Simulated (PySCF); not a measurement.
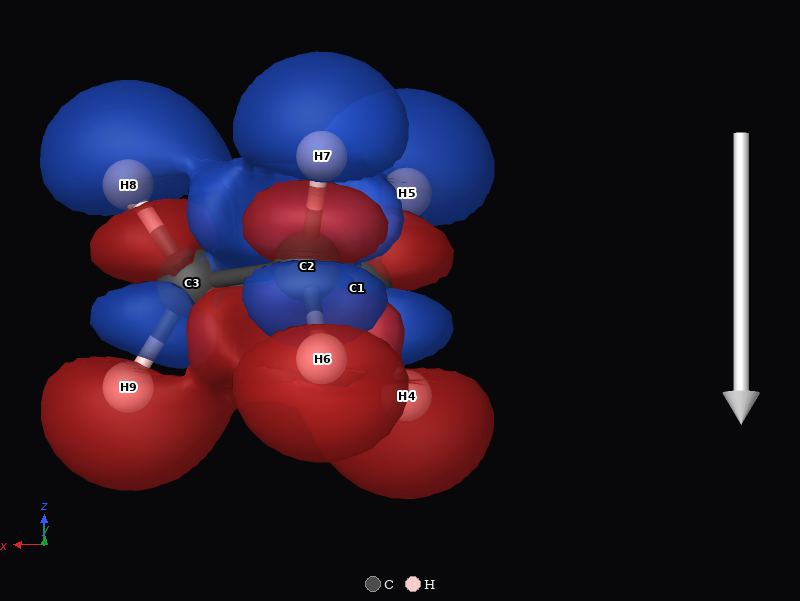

Figure 1: C$_{3}$H$_{6}$, SMILES `C1CC1`. Change of the electron density in a uniform field of 0.26 V/Å along −z (arrow), surfaces at ±0.0015 e/Å³ (blue: gain, red: loss).

Method: HF/cc-pVDZ; geometry: GFN2-xTB; program: PySCF. No frequency check shows the geometry to be a minimum. A basis without diffuse functions makes polarisabilities too small.

Input

```python
import numpy as np
from pyscf import gto, scf, dft
from pyscf.scf import atom_ks, atom_hf
from scipy.linalg import block_diag

def solve(mol, dm0=None, hcore=None):
    mf = scf.UHF(mol) if mol.spin else scf.RHF(mol)
    mf = mf.density_fit(auxbasis='def2-universal-jkfit')
    mf.conv_tol, mf.max_cycle = 1e-8, 80
    if hcore is not None:
        mf.get_hcore = lambda *args: hcore
    mf.kernel(dm0)
    if not mf.converged:
        mf = mf.newton().run(mf.mo_coeff, mf.mo_occ, max_cycle=30)
    assert mf.converged, 'SCF not converged'
    return mf

mol = gto.M(atom='''
C     -0.64450    -0.57546     0.00002
C     -0.17606     0.84587    -0.00006
C      0.82062    -0.27046     0.00007
H     -1.08586    -0.96905    -0.90305
H     -1.08590    -0.96916     0.90284
H     -0.29628     1.42499    -0.90289
H     -0.29691     1.42475     0.90301
H      1.38238    -0.45537     0.90293
H      1.38223    -0.45583    -0.90297
''', basis='cc-pvdz', charge=0, spin=0, verbose=4)
field = np.array([-0.0, -0.0, -0.005])  # atomic units
mol.set_common_orig(mol.atom_charges() @ mol.atom_coords() / mol.atom_charges().sum())
mf = solve(mol)
out = dict(dm0=mf.make_rdm1(), d0=mf.dip_moment(unit='AU'), e0=mf.e_tot)
for name, sign in (('p', 1), ('m', -1)):
    h = mf.get_hcore() + sign * np.einsum('x,xij->ij', field, mol.intor('int1e_r'))
    mi = solve(mol, mf.make_rdm1(), h)
    out.update({'dm' + name: mi.make_rdm1(), 'd' + name: mi.dip_moment(unit='AU'), 'e' + name: mi.e_tot})
# spherically averaged free atoms, for the promolecule
atm = scf.atom_hf.get_atm_nrhf(mol)
pro = block_diag(*[(atm[a[0]][2] * atm[a[0]][3]) @ atm[a[0]][2].T for a in mol._atom])
np.savez('result.npz', pro=pro, **out)
```

Run with:

```sh
OMP_NUM_THREADS=1 python input.py
```

The run took 1.2 s on 1 thread of Intel(R) Xeon(R) Platinum 8375C CPU @ 2.90GHz (Ice Lake), on a shared host, peak memory 0.32 GiB.

Partitions, critical points and surface values were worked out afterwards from this run's density.

Question: How large is the response?

Answer: The induced dipole is 0.37 D (along the field); α along this axis, from the fields in both directions, is 29 bohr³ (4.3 Å³).

Question: Which atoms gain and lose the most charge?

Answer: Electrons gather most on H5, H7 and H8 alike (Hirshfeld charge changes by −0.007 e) and leave H4, H6 and H9 alike most (+0.007 e); 0.044 electrons are displaced in all.
